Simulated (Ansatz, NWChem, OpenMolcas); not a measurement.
**How methods differ on CH3Cl3Si (methyltrichlorosilane)**

The species is CH3Cl3Si (8 atoms), meant as a singlet with charge 0. As SMILES, `C[Si](Cl)(Cl)Cl`. The coordinates come from a PBE0-D4/def2-TZVP relaxation.

```xyz
8

C    -0.7289   -0.2796    0.6861
Si    0.5689    0.1979   -0.5287
Cl    2.3604   -0.6400   -0.0336
Cl    0.0659   -0.4295   -2.4022
Cl    0.8012    2.2230   -0.5738
H    -0.8445   -1.3652    0.7008
H    -0.4483    0.0611    1.6848
H    -1.6826    0.1752    0.4108
```

Quantity: the energy change with the Si2–Cl4 bond stretched from 2.039 to 3.670 Å, in eV. The values are calculated.

```csv
level,kind,program,value (eV),CPU time (all runs)
HF/cc-pVDZ (unrestricted),Hartree–Fock,OpenMolcas,3.39,43 s
SVWN5/cc-pVDZ (restricted),LDA,Ansatz,3.80,15 s
revPBE/cc-pVDZ (restricted),GGA,Ansatz,3.30,21 s
M06-L/cc-pVDZ (restricted),meta-GGA,OpenMolcas,3.74,89 s
BHLYP/cc-pVDZ (restricted),global hybrid,Ansatz,4.18,35 s
PBE0/cc-pVDZ (restricted),global hybrid,NWChem,3.96,4.7 min
B2PLYP/cc-pVDZ (restricted),double hybrid,OpenMolcas,3.84,55 s
RPA@PBE0/cc-pVDZ (restricted),RPA,Ansatz,3.82,63 s
MP2/cc-pVDZ (restricted),perturbation theory,Ansatz,4.26,20 s
BCCD(T)/cc-pVDZ (restricted),coupled cluster or CI,Ansatz,3.87,91 s
```

The first shape isn't each level's own minimum. The values span 3.30 to 4.26 eV. Spin contamination of the reference (⟨S²⟩ at least 0.1 too high) touches HF/cc-pVDZ. CPU times are rough (shared hosts, several kinds of processor): they show what a rung costs within a factor of a few.

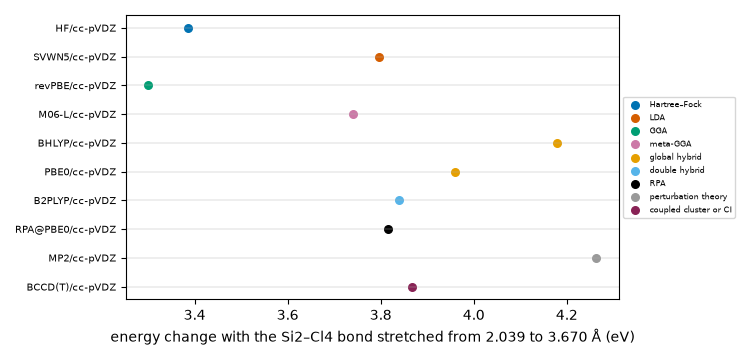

The values of the table, level by level.
